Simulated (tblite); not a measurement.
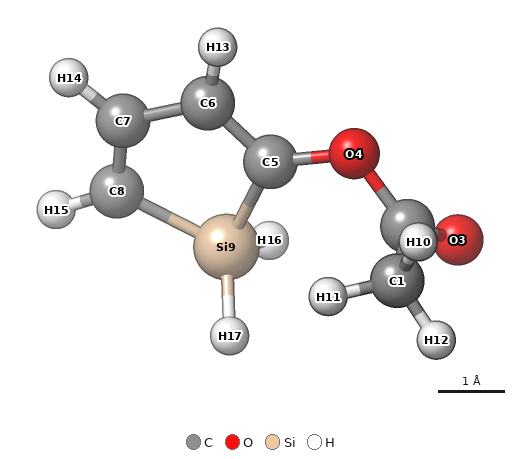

Figure 1. The structure as given in the input (ball-and-stick view, seen at a tilt; atoms are numbered from 1 in the order of the input). Bond lengths as drawn: C–C 1.34 to 1.50 Å, C–H 1.08 to 1.09 Å, C–O 1.19 to 1.37 Å, C–Si 1.88 to 1.91 Å and H–Si 1.46 to 1.47 Å.

**Saddle-point search, with input and output: C6H8O2Si**

C6H8O2Si, computed with GFN2-xTB saddle search (eigenvector following) and harmonic vibrations, gas phase (tblite 0.8.0).

The input
```
{"job": {"xc": "GFN2-xTB", "basis": "xTB", "kind": "saddle"}, "charge": 0, "multiplicity": 1}
C      2.730236    -0.161357     0.327254
C      1.856700    -0.830596    -0.694731
O      1.945776    -1.964491    -1.057663
O      0.945513     0.035201    -1.243824
C     -0.261143     0.196842    -0.612521
C     -1.044448     1.259759    -0.856248
C     -2.292146     1.275604    -0.117830
C     -2.542264     0.235108     0.691368
Si    -1.133149    -1.003465     0.586160
H      3.319908     0.607960    -0.169075
H      2.101585     0.328012     1.069309
H      3.389287    -0.883033     0.799357
H     -0.785298     2.056815    -1.534652
H     -2.956216     2.120248    -0.235600
H     -3.437356     0.175223     1.286581
H     -1.465191    -2.266149    -0.063810
H     -0.371794    -1.181679     1.825926
```

The first line tells a small driver script what to run in tblite; the rest is the geometry in Å.

Machine: 1 CPU thread, shared host.

Launch command:
```bash
OMP_NUM_THREADS=1 python <driver script> task.json out
```

Log
```
step      E/eV     max force
  0    -727.14958   0.0467
  1    -727.15161   0.1130
  2    -727.15026   0.0201
  3    -727.15160   0.0520
  4    -727.15070   0.0124
  5    -727.15152   0.0105
  6    -727.15262   0.0315
  7    -727.15188   0.0063
  8    -727.15248   0.0122
  9    -727.15293   0.0210
 10    -727.15317   0.0177
 11    -727.15341   0.0184
 12    -727.15345   0.0140
 13    -727.15345   0.0014
lowest wavenumbers (cm-1): -109.2 43.9 83.3 116.7 167.8 280.4
```

Trajectory as extended XYZ (Å, eV, eV/Å), 12 frames, from step=0 to step=13
```
17
Properties=species:S:1:pos:R:3:forces:R:3 step=0 energy=-727.14958
C     2.7302   -0.1614    0.3273    0.0040  -0.0030   0.0040
C     1.8567   -0.8306   -0.6947   -0.0050  -0.0400  -0.0090
O     1.9458   -1.9645   -1.0577   -0.0210   0.0300   0.0290
O     0.9455    0.0352   -1.2438    0.0040   0.0090  -0.0020
C    -0.2611    0.1968   -0.6125   -0.0010   0.0130  -0.0020
C    -1.0444    1.2598   -0.8562   -0.0030   0.0050  -0.0020
C    -2.2921    1.2756   -0.1178   -0.0060   0.0010  -0.0030
C    -2.5423    0.2351    0.6914    0.0030  -0.0020  -0.0030
Si   -1.1331   -1.0035    0.5862    0.0090   0.0050  -0.0040
H     3.3199    0.6080   -0.1691    0.0030  -0.0050   0.0000
H     2.1016    0.3280    1.0693    0.0130  -0.0030   0.0110
H     3.3893   -0.8830    0.7994    0.0020  -0.0110  -0.0080
H    -0.7853    2.0568   -1.5347   -0.0110   0.0090  -0.0030
H    -2.9562    2.1202   -0.2356   -0.0130  -0.0050  -0.0050
H    -3.4374    0.1752    1.2866    0.0050  -0.0100  -0.0010
H    -1.4652   -2.2661   -0.0638    0.0100   0.0030   0.0010
H    -0.3718   -1.1817    1.8259    0.0070   0.0040  -0.0030
17
Properties=species:S:1:pos:R:3:forces:R:3 step=1 energy=-727.15161
C     2.7017   -0.1950    0.3474    0.0200  -0.0160  -0.0290
C     1.8496   -0.8199   -0.7223    0.0180  -0.0660  -0.0180
O     1.9529   -1.9373   -1.1325   -0.0060   0.1030   0.0460
O     0.9465    0.0619   -1.2608    0.0130  -0.0070   0.0130
C    -0.2523    0.2275   -0.6161   -0.0120   0.0150  -0.0030
C    -1.0583    1.2712   -0.8709    0.0070  -0.0060   0.0000
C    -2.3030    1.2695   -0.1261   -0.0060  -0.0060   0.0050
C    -2.5277    0.2338    0.6975    0.0060   0.0090  -0.0110
Si   -1.0922   -0.9741    0.6041    0.0000   0.0050  -0.0030
H     3.3390    0.5589   -0.1171   -0.0310  -0.0400   0.0230
H     2.0666    0.3064    1.0753    0.0110  -0.0060  -0.0020
H     3.3195   -0.9480    0.8295   -0.0240   0.0240  -0.0270
H    -0.8236    2.0636   -1.5642   -0.0050  -0.0090   0.0070
H    -2.9885    2.0959   -0.2541    0.0040  -0.0130   0.0000
H    -3.4190    0.1604    1.2967    0.0040  -0.0020  -0.0030
H    -1.3923   -2.2544   -0.0279    0.0070   0.0110   0.0060
H    -0.3191   -1.1202    1.8414   -0.0040   0.0040  -0.0060
17
Properties=species:S:1:pos:R:3:forces:R:3 step=2 energy=-727.15026
C     2.7073   -0.1738    0.3383   -0.0080   0.0010   0.0070
C     1.8529   -0.8301   -0.7081   -0.0080  -0.0010  -0.0010
O     1.9583   -1.9564   -1.0883   -0.0060  -0.0080  -0.0010
O     0.9428    0.0347   -1.2615   -0.0030   0.0080   0.0020
C    -0.2546    0.2095   -0.6161    0.0060   0.0020  -0.0030
C    -1.0468    1.2647   -0.8643   -0.0040   0.0050  -0.0020
C    -2.2912    1.2751   -0.1193   -0.0020   0.0010  -0.0030
C    -2.5297    0.2374    0.6969   -0.0010  -0.0020   0.0010
Si   -1.1120   -0.9903    0.5931    0.0060   0.0020   0.0000
H     3.3079    0.5976   -0.1407    0.0110   0.0090  -0.0050
H     2.0710    0.3099    1.0772    0.0030  -0.0030   0.0050
H     3.3568   -0.9034    0.8106    0.0100  -0.0170   0.0040
H    -0.8007    2.0580   -1.5518   -0.0050   0.0040  -0.0030
H    -2.9640    2.1123   -0.2402   -0.0080   0.0000  -0.0040
H    -3.4212    0.1728    1.2967    0.0010  -0.0040   0.0000
H    -1.4329   -2.2579   -0.0524    0.0050  -0.0020   0.0010
H    -0.3440   -1.1601    1.8297    0.0050   0.0040   0.0020
17
Properties=species:S:1:pos:R:3:forces:R:3 step=3 energy=-727.15160
C     2.6957   -0.1929    0.3483    0.0110  -0.0100  -0.0120
C     1.8502   -0.8226   -0.7229    0.0100  -0.0310  -0.0080
O     1.9622   -1.9390   -1.1315   -0.0030   0.0490   0.0170
O     0.9441    0.0528   -1.2660    0.0080  -0.0020   0.0000
C    -0.2510    0.2260   -0.6168   -0.0090   0.0070   0.0020
C    -1.0558    1.2703   -0.8717    0.0030  -0.0030   0.0000
C    -2.2993    1.2711   -0.1247   -0.0030  -0.0030   0.0020
C    -2.5244    0.2363    0.6995    0.0020   0.0040  -0.0050
Si   -1.0917   -0.9744    0.6037   -0.0010   0.0030   0.0000
H     3.3259    0.5667   -0.1142   -0.0120  -0.0180   0.0120
H     2.0576    0.3012    1.0782    0.0020  -0.0030   0.0010
H     3.3196   -0.9419    0.8274   -0.0120   0.0090  -0.0120
H    -0.8220    2.0612   -1.5667   -0.0020  -0.0040   0.0020
H    -2.9837    2.0983   -0.2519    0.0010  -0.0060  -0.0010
H    -3.4144    0.1644    1.3006    0.0010  -0.0010  -0.0010
H    -1.3945   -2.2522   -0.0312    0.0040   0.0050   0.0050
H    -0.3185   -1.1253    1.8400   -0.0010   0.0040  -0.0010
17
Properties=species:S:1:pos:R:3:forces:R:3 step=4 energy=-727.15070
C     2.6977   -0.1802    0.3435   -0.0080  -0.0010   0.0010
C     1.8522   -0.8299   -0.7148   -0.0030  -0.0020  -0.0040
O     1.9665   -1.9520   -1.1054   -0.0010   0.0070  -0.0010
O     0.9415    0.0342   -1.2684   -0.0030   0.0030   0.0060
C    -0.2518    0.2150   -0.6172    0.0050   0.0020  -0.0030
C    -1.0482    1.2663   -0.8686   -0.0020   0.0020  -0.0020
C    -2.2911    1.2752   -0.1209   -0.0020   0.0000  -0.0010
C    -2.5245    0.2396    0.6997   -0.0010   0.0010  -0.0010
Si   -1.1031   -0.9837    0.5974    0.0030   0.0020   0.0010
H     3.2984    0.5979   -0.1252    0.0040   0.0010   0.0000
H     2.0572    0.2941    1.0849    0.0020  -0.0050  -0.0010
H     3.3477   -0.9128    0.8111    0.0050  -0.0110   0.0030
H    -0.8078    2.0573   -1.5611   -0.0030   0.0000  -0.0010
H    -2.9680    2.1089   -0.2442   -0.0040  -0.0010  -0.0020
H    -3.4145    0.1736    1.3015    0.0000  -0.0010  -0.0010
H    -1.4197   -2.2540   -0.0454    0.0040  -0.0010   0.0030
H    -0.3322   -1.1496    1.8328    0.0020   0.0050   0.0020
17
Properties=species:S:1:pos:R:3:forces:R:3 step=5 energy=-727.15152
C     2.6952   -0.1914    0.3474    0.0000  -0.0040   0.0010
C     1.8523   -0.8258   -0.7223    0.0010  -0.0050   0.0010
O     1.9690   -1.9420   -1.1289   -0.0010   0.0100  -0.0030
O     0.9427    0.0448   -1.2668    0.0040   0.0020  -0.0070
C    -0.2506    0.2228   -0.6160   -0.0050   0.0030   0.0040
C    -1.0531    1.2685   -0.8722    0.0010  -0.0010   0.0000
C    -2.2965    1.2733   -0.1253   -0.0020  -0.0010  -0.0010
C    -2.5244    0.2398    0.6994    0.0010  -0.0010   0.0000
Si   -1.0951   -0.9747    0.6047    0.0000   0.0010   0.0010
H     3.3011    0.5895   -0.1102    0.0030  -0.0020   0.0020
H     2.0543    0.2767    1.0919   -0.0010  -0.0030   0.0010
H     3.3408   -0.9323    0.8086    0.0000  -0.0030  -0.0010
H    -0.8174    2.0577   -1.5683   -0.0010   0.0010  -0.0020
H    -2.9787    2.1020   -0.2533   -0.0010  -0.0030  -0.0020
H    -3.4146    0.1707    1.3006   -0.0010  -0.0010   0.0000
H    -1.4009   -2.2514   -0.0309    0.0040   0.0020   0.0040
H    -0.3240   -1.1283    1.8417    0.0010   0.0040   0.0010
17
Properties=species:S:1:pos:R:3:forces:R:3 step=7 energy=-727.15188
C     2.6954   -0.1968    0.3488    0.0010  -0.0010   0.0020
C     1.8514   -0.8224   -0.7249    0.0000   0.0030   0.0010
O     1.9656   -1.9364   -1.1380    0.0000  -0.0020  -0.0060
O     0.9443    0.0534   -1.2652    0.0000   0.0030  -0.0020
C    -0.2504    0.2274   -0.6155   -0.0010   0.0010   0.0020
C    -1.0561    1.2701   -0.8732   -0.0010   0.0010   0.0000
C    -2.3001    1.2713   -0.1272   -0.0010   0.0000  -0.0010
C    -2.5249    0.2381    0.6988    0.0000   0.0000   0.0000
Si   -1.0909   -0.9707    0.6072    0.0010   0.0020   0.0010
H     3.3125    0.5768   -0.1064    0.0010  -0.0020   0.0020
H     2.0561    0.2791    1.0898    0.0010  -0.0030   0.0010
H     3.3309   -0.9444    0.8134    0.0000  -0.0040   0.0000
H    -0.8229    2.0592   -1.5701   -0.0010   0.0010  -0.0010
H    -2.9854    2.0972   -0.2569   -0.0020  -0.0010  -0.0020
H    -3.4154    0.1665    1.2993   -0.0010  -0.0010   0.0000
H    -1.3906   -2.2504   -0.0249    0.0030   0.0000   0.0020
H    -0.3196   -1.1179    1.8449    0.0010   0.0040   0.0020
17
Properties=species:S:1:pos:R:3:forces:R:3 step=8 energy=-727.15248
C     2.6959   -0.2080    0.3516    0.0000  -0.0040  -0.0030
C     1.8509   -0.8174   -0.7309    0.0010  -0.0050  -0.0030
O     1.9629   -1.9263   -1.1585   -0.0010   0.0120   0.0020
O     0.9467    0.0673   -1.2617    0.0020  -0.0010   0.0020
C    -0.2497    0.2354   -0.6138   -0.0010   0.0020   0.0000
C    -1.0614    1.2726   -0.8758    0.0000  -0.0010   0.0000
C    -2.3066    1.2686   -0.1318   -0.0010  -0.0010   0.0000
C    -2.5264    0.2368    0.6975    0.0010   0.0000  -0.0010
Si   -1.0837   -0.9622    0.6139    0.0000   0.0010   0.0010
H     3.3213    0.5642   -0.0947    0.0000  -0.0020   0.0020
H     2.0583    0.2668    1.0946   -0.0010  -0.0020   0.0020
H     3.3237   -0.9650    0.8115   -0.0020  -0.0020  -0.0020
H    -0.8321    2.0607   -1.5752   -0.0010   0.0000   0.0000
H    -2.9972    2.0893   -0.2662   -0.0010  -0.0020  -0.0010
H    -3.4177    0.1614    1.2963    0.0000  -0.0010  -0.0010
H    -1.3718   -2.2485   -0.0104    0.0030   0.0020   0.0030
H    -0.3131   -1.0959    1.8538    0.0000   0.0030   0.0000
17
Properties=species:S:1:pos:R:3:forces:R:3 step=9 energy=-727.15293
C     2.6961   -0.2191    0.3542    0.0020  -0.0040  -0.0040
C     1.8506   -0.8121   -0.7371    0.0030  -0.0100  -0.0040
O     1.9609   -1.9157   -1.1791   -0.0020   0.0200   0.0060
O     0.9490    0.0811   -1.2582    0.0030  -0.0030   0.0030
C    -0.2490    0.2434   -0.6121   -0.0020   0.0030   0.0000
C    -1.0666    1.2750   -0.8782    0.0010  -0.0020   0.0000
C    -2.3129    1.2657   -0.1363   -0.0010  -0.0010   0.0000
C    -2.5279    0.2354    0.6961    0.0010   0.0000  -0.0010
Si   -1.0766   -0.9536    0.6206   -0.0010   0.0000   0.0010
H     3.3307    0.5508   -0.0834   -0.0030  -0.0050   0.0030
H     2.0601    0.2554    1.0987    0.0000  -0.0020   0.0000
H     3.3153   -0.9857    0.8101   -0.0040   0.0030  -0.0040
H    -0.8411    2.0621   -1.5800   -0.0010  -0.0010   0.0000
H    -3.0089    2.0812   -0.2753    0.0010  -0.0030  -0.0010
H    -3.4200    0.1561    1.2932    0.0000  -0.0010  -0.0010
H    -1.3527   -2.2463    0.0041    0.0020   0.0030   0.0030
H    -0.3070   -1.0738    1.8627   -0.0010   0.0020  -0.0010
17
Properties=species:S:1:pos:R:3:forces:R:3 step=10 energy=-727.15317
C     2.6969   -0.2278    0.3557   -0.0060  -0.0050  -0.0010
C     1.8510   -0.8092   -0.7415    0.0000  -0.0080  -0.0020
O     1.9604   -1.9085   -1.1939   -0.0010   0.0170   0.0050
O     0.9507    0.0895   -1.2549    0.0030  -0.0020   0.0020
C    -0.2484    0.2486   -0.6103   -0.0020   0.0020   0.0000
C    -1.0696    1.2763   -0.8804    0.0010  -0.0020   0.0000
C    -2.3171    1.2643   -0.1406   -0.0010   0.0000   0.0000
C    -2.5294    0.2358    0.6946    0.0010   0.0000  -0.0010
Si   -1.0725   -0.9466    0.6265   -0.0010   0.0000   0.0010
H     3.3265    0.5510   -0.0725    0.0040   0.0020  -0.0010
H     2.0612    0.2331    1.1090   -0.0010  -0.0020  -0.0030
H     3.3203   -0.9982    0.7988    0.0020  -0.0030   0.0000
H    -0.8463    2.0619   -1.5845    0.0000  -0.0010   0.0000
H    -3.0164    2.0762   -0.2838    0.0010  -0.0020   0.0000
H    -3.4224    0.1544    1.2901    0.0000   0.0000   0.0000
H    -1.3400   -2.2442    0.0166    0.0020   0.0030   0.0020
H    -0.3048   -1.0565    1.8709   -0.0010   0.0020  -0.0010
17
Properties=species:S:1:pos:R:3:forces:R:3 step=11 energy=-727.15341
C     2.6969   -0.2421    0.3589    0.0040  -0.0020  -0.0040
C     1.8505   -0.8012   -0.7495    0.0030  -0.0090  -0.0040
O     1.9579   -1.8926   -1.2213   -0.0010   0.0170   0.0070
O     0.9539    0.1085   -1.2497    0.0030  -0.0030   0.0030
C    -0.2476    0.2592   -0.6077   -0.0020   0.0020  -0.0010
C    -1.0765    1.2795   -0.8828    0.0010  -0.0020   0.0000
C    -2.3256    1.2599   -0.1459    0.0000   0.0000   0.0000
C    -2.5313    0.2328    0.6929    0.0010   0.0000  -0.0010
Si   -1.0631   -0.9357    0.6350   -0.0010   0.0000   0.0000
H     3.3463    0.5260   -0.0600   -0.0050  -0.0070   0.0030
H     2.0639    0.2275    1.1088    0.0010  -0.0020  -0.0010
H     3.3020   -1.0271    0.8026   -0.0050   0.0060  -0.0040
H    -0.8583    2.0641   -1.5896    0.0000  -0.0010   0.0000
H    -3.0318    2.0646   -0.2947    0.0010  -0.0020   0.0000
H    -3.4254    0.1458    1.2860    0.0000   0.0000   0.0000
H    -1.3145   -2.2411    0.0351    0.0010   0.0030   0.0020
H    -0.2972   -1.0280    1.8820   -0.0010   0.0010  -0.0020
17
Properties=species:S:1:pos:R:3:forces:R:3 step=13 energy=-727.15345
C     2.6976   -0.2499    0.3599    0.0010   0.0000   0.0000
C     1.8509   -0.7981   -0.7534    0.0000  -0.0010   0.0000
O     1.9578   -1.8852   -1.2348    0.0000   0.0010   0.0000
O     0.9555    0.1163   -1.2464    0.0000   0.0000   0.0000
C    -0.2471    0.2638   -0.6059    0.0000   0.0000   0.0000
C    -1.0792    1.2805   -0.8844    0.0000   0.0000   0.0000
C    -2.3293    1.2582   -0.1496    0.0000   0.0000   0.0000
C    -2.5328    0.2327    0.6916    0.0000   0.0000   0.0000
Si   -1.0596   -0.9295    0.6403    0.0000   0.0000   0.0000
H     3.3453    0.5235   -0.0510   -0.0010  -0.0010   0.0000
H     2.0649    0.2104    1.1158    0.0000   0.0000   0.0000
H     3.3040   -1.0388    0.7942   -0.0010   0.0010   0.0000
H    -0.8629    2.0640   -1.5930    0.0000   0.0000   0.0000
H    -3.0385    2.0597   -0.3021    0.0000   0.0000   0.0000
H    -3.4277    0.1437    1.2831    0.0000   0.0000   0.0000
H    -1.3030   -2.2391    0.0465    0.0000   0.0000   0.0000
H    -0.2958   -1.0123    1.8892    0.0000   0.0000   0.0000
```

Summary

- outcome: converged
- total energy: −727.1535 eV
- point group: C1
- wall time: 9 s
- peak memory: 0.2 GiB
